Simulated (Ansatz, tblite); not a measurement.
**Ga9Sb9 wurtzite hole sphere (Ga9Sb9H24): which spin state is lowest**

Is the singlet the ground state of Ga9Sb9 wurtzite hole sphere (Ga9Sb9H24)? Other spin states are computed and compared level by level.

The runs use Ansatz 0.2.0, Gaussian basis; as each input shows.

Plan: triplet, at the geometry of the singlet (GFN1-xTB, PBE0-D4/def2-SVP, PBE-D4/def2-SVP); the singlet's energies come from earlier runs.

3 further runs of the same task are left out: 3 set aside as unsound or not needed. Runs told in other sessions of the task aren't counted.

## (1) The relaxed structure

The geometry is that of the singlet, from an earlier relaxation (r2SCAN-D4/def2-SVP).

42 atoms, charge 0, spin multiplicity 1.

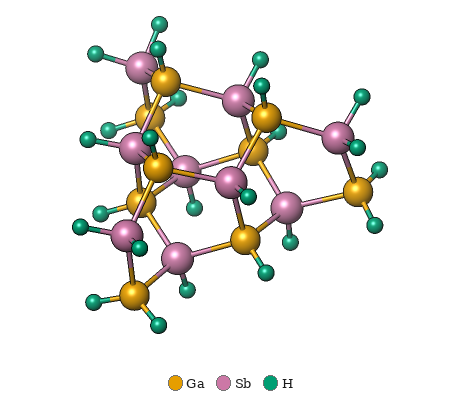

The structure; gallium amber, antimony pink, hydrogen teal.

Sb takes a core potential in the def2 sets. No spin-orbit coupling is included.

## (2) Triplet at the fixed geometry, GFN1-xTB

Tight binding, by tblite at 300 K electronic temperature and without a spin-polarisation term:

```python
tblite.interface.Calculator('GFN1-xTB', numbers, positions, charge=0, uhf=2).singlepoint()
```

Energy -1297.8138 eV; 0.46 s.

## (3) Triplet at the fixed geometry, PBE0-D4/def2-SVP

File in.yaml:

```yaml
crystal:
  periodic: [false, false, false]
  atoms:
    - {symbol: Ga, position_ang: [0.000268, -5.137692, -1.562022]}
    - {symbol: Sb, position_ang: [-0.001183, -4.849881, 1.149023]}
    - {symbol: Sb, position_ang: [0.001019, -2.515792, -2.107538]}
    - {symbol: Ga, position_ang: [-2.226991, -1.286614, -1.371012]}
    - {symbol: Ga, position_ang: [0.001124, -2.488938, 2.385092]}
    - {symbol: Sb, position_ang: [-2.046448, -1.181322, 1.310496]}
    - {symbol: Sb, position_ang: [-2.174816, 1.256861, -2.110237]}
    - {symbol: Ga, position_ang: [-4.446997, 2.566471, -1.566880]}
    - {symbol: Ga, position_ang: [-2.153830, 1.246860, 2.382790]}
    - {symbol: Sb, position_ang: [-4.197477, 2.426260, 1.144492]}
    - {symbol: Ga, position_ang: [2.230061, -1.288777, -1.370457]}
    - {symbol: Sb, position_ang: [2.049679, -1.182578, 1.310993]}
    - {symbol: Sb, position_ang: [2.179886, 1.254686, -2.110276]}
    - {symbol: Ga, position_ang: [0.003143, 2.572954, -1.372685]}
    - {symbol: Ga, position_ang: [2.158871, 1.245529, 2.383578]}
    - {symbol: Sb, position_ang: [0.003024, 2.366015, 1.309125]}
    - {symbol: Ga, position_ang: [4.450201, 2.567114, -1.566942]}
    - {symbol: Sb, position_ang: [4.203686, 2.422449, 1.144454]}
    - {symbol: H, position_ang: [-1.387876, -5.768480, -1.905934]}
    - {symbol: H, position_ang: [1.388995, -5.768359, -1.903736]}
    - {symbol: H, position_ang: [-1.272109, -5.731799, 1.858637]}
    - {symbol: H, position_ang: [1.265376, -5.736780, 1.860374]}
    - {symbol: H, position_ang: [0.002030, -2.371605, -3.806195]}
    - {symbol: H, position_ang: [-3.536254, -2.042233, -1.781064]}
    - {symbol: H, position_ang: [0.000620, -2.559743, 3.946783]}
    - {symbol: H, position_ang: [-3.429590, -1.978444, 1.904536]}
    - {symbol: H, position_ang: [-2.048393, 1.182495, -3.808704]}
    - {symbol: H, position_ang: [-5.686079, 1.676996, -1.908117]}
    - {symbol: H, position_ang: [-4.300670, 4.084077, -1.910764]}
    - {symbol: H, position_ang: [-2.215632, 1.282843, 3.944351]}
    - {symbol: H, position_ang: [-5.598485, 1.772605, 1.856140]}
    - {symbol: H, position_ang: [-4.326909, 3.968675, 1.852167]}
    - {symbol: H, position_ang: [3.538695, -2.045448, -1.780919]}
    - {symbol: H, position_ang: [3.432107, -1.980704, 1.905186]}
    - {symbol: H, position_ang: [2.053903, 1.180651, -3.808712]}
    - {symbol: H, position_ang: [0.003917, 4.084133, -1.784457]}
    - {symbol: H, position_ang: [2.220657, 1.282312, 3.945285]}
    - {symbol: H, position_ang: [0.002831, 3.962907, 1.901828]}
    - {symbol: H, position_ang: [5.691571, 1.681838, -1.910849]}
    - {symbol: H, position_ang: [4.299336, 4.085026, -1.908068]}
    - {symbol: H, position_ang: [5.604067, 1.763047, 1.852277]}
    - {symbol: H, position_ang: [4.339370, 3.963087, 1.854859]}
basis:
  gaussian: {orbitals: def2-SVP, fitting: {mean_field: def2-universal-jkfit}}
magnetization: {spin_polarized: true, initial_magnetization: 2}
hamiltonian: {xc: pbe0, dispersion: d4}
scf: {omitted_lower_state_checks: [starts]}
output: {orbitals: {seedname: orbitals}}
```

Command:

```bash
$ ansatz run in.yaml --threads 4 --pin off --events-out ev --progress --plain --max-ram 66560MiB --backend cuda --devices 0, --max-vram 37GiB
```

The program printed:

```text
Functional definition: PBE0
  name "PBE0"
  cite "Adamo & Barone, J. Chem. Phys. 110, 6158 (1999) doi:10.1063/1.478522"
  cite "Perdew, Burke & Ernzerhof, Phys. Rev. Lett. 77, 3865 (1996) doi:10.1103/PhysRevLett.77.3865"
  parent pbe
  parameter a = 0.25
  parameter kappa = 0.804
  parameter beta = 0.06672455060314922
  exchange = (1 - a)*pbe_x(kappa = kappa, mu = beta*pi^2/3) + a*exact_x
  correlation = pbe_c(beta = beta)
these checks for a lower state are left out or cut short: starts
4788 factors; integrals over basis functions are off by at most 3.4e-1 eV
mean field evaluation 1: about -530512.4696 eV, gradient 3.9e1 eV
mean field evaluation 2: about -530510.0811 eV, gradient 4.7e1 eV
mean field evaluation 4: about -530516.5814 eV, gradient 4.5e0 eV
mean field evaluation 8: about -530516.7394 eV, gradient 6.8e-1 eV
mean field evaluation 16: about -530516.7577 eV, gradient 6.1e-2 eV
mean field evaluation 32: about -530516.7595 eV, gradient 1.8e-3 eV
mean field -530516.75947103 eV, -19496.1313133855 hartree, gradient 5.1e-6 eV, S^2 2.004342; 0 other end points of the search recorded, 0 dependent functions left out
reference -530516.75955627 eV, -19496.1313165177 hartree; 256, 254 occupied and 386, 388 virtual orbitals, 4788 factors
Total energy: -530520.14607531 eV, -19496.2557687970 hartree
Checks for a lower state left out: starts
```

Run time: 25 s. Hardware: 1 × H100 (card shared with other runs) with 4 threads of AMD EPYC 7R13, shared host; peak host memory 1.4 GiB.

HOMO -2.76 eV, LUMO -5.79 eV (over both spins; with the spin held, an empty level of the minority spin lies below the top filled one); ⟨S²⟩ 2.004 (pure: 2.00).

## (4) Triplet at the fixed geometry, PBE-D4/def2-SVP

start.molden holds the orbitals of an earlier run on this state, given as this run's starting guess.

in.yaml, as its differences from that of step 3:

```diff
@@ -46,5 +46,5 @@
 basis:
-  gaussian: {orbitals: def2-SVP, fitting: {mean_field: def2-universal-jkfit}}
+  gaussian: {orbitals: def2-SVP, fitting: {mean_field: def2-universal-jkfit}, initial_orbitals: start.molden}
 magnetization: {spin_polarized: true, initial_magnetization: 2}
-hamiltonian: {xc: pbe0, dispersion: d4}
+hamiltonian: {xc: pbe, dispersion: d4}
 scf: {omitted_lower_state_checks: [starts]}
```

Launched as before.

The program printed:

```text
Functional definition: PBE
  name "PBE"
  cite "Perdew, Burke & Ernzerhof, Phys. Rev. Lett. 77, 3865 (1996) doi:10.1103/PhysRevLett.77.3865"
  parent pbe
  parameter kappa = 0.804
  parameter beta = 0.06672455060314922
  exchange = pbe_x(kappa = kappa, mu = beta*pi^2/3)
  correlation = pbe_c(beta = beta)
these checks for a lower state are left out or cut short: starts
4788 factors; integrals over basis functions are off by at most 3.4e-1 eV
mean field evaluation 1: about -530502.3666 eV, gradient 1.2e1 eV
mean field evaluation 2: about -530503.0788 eV, gradient 7.4e-1 eV
mean field evaluation 4: about -530503.1089 eV, gradient 1.2e-1 eV
mean field evaluation 8: about -530503.1115 eV, gradient 1.4e-3 eV
mean field evaluation 16: about -530503.1115 eV, gradient 4.9e-5 eV
mean field -530503.11154981 eV, -19495.6297615314 hartree, gradient 2.8e-6 eV, S^2 2.001166; 0 other end points of the search recorded, 0 dependent functions left out
reference -530503.11166411 eV, -19495.6297657317 hartree; 256, 254 occupied and 386, 388 virtual orbitals, 4788 factors
Total energy: -530506.79707973 eV, -19495.7652022579 hartree
Checks for a lower state left out: starts
```

Run time: 21 s. Hardware: 1 × H100 (card shared with other runs) with 4 threads of AMD EPYC 7R13, shared host; peak host memory 1.4 GiB.

Report: HOMO -2.53 eV, LUMO -5.82 eV (over both spins; with the spin held, an empty level of the minority spin lies below the top filled one); ⟨S²⟩ 2.001 (pure: 2.00).

## (5) Triplet less singlet, vertical

The singlet's energies are those of its earlier runs, whose logs aren't repeated here.

```tsv
level	triplet less singlet, vertical (eV)	time
GFN1-xTB	+3.214	0.73 s
PBE-D4/def2-SVP	+3.314	27 s
PBE0-D4/def2-SVP	+3.959	32 s
```

Times add the two runs; a level without a time comes out of a correlated run. Tight binding without a spin term can't rank spin states.

## (6) Summary of results

```
                                               quantity                                   value
triplet less singlet, vertical, functionals in def2-SVP  +3.314 (PBE-D4) to +3.959 eV (PBE0-D4)
```

What this shows: All functionals put the triplet above the singlet, over a spread of 0.645 eV. The checks for a lower triplet were left out, so another state of that spin may lie lower. These are electronic energies, without zero-point motion, entropy or surroundings.
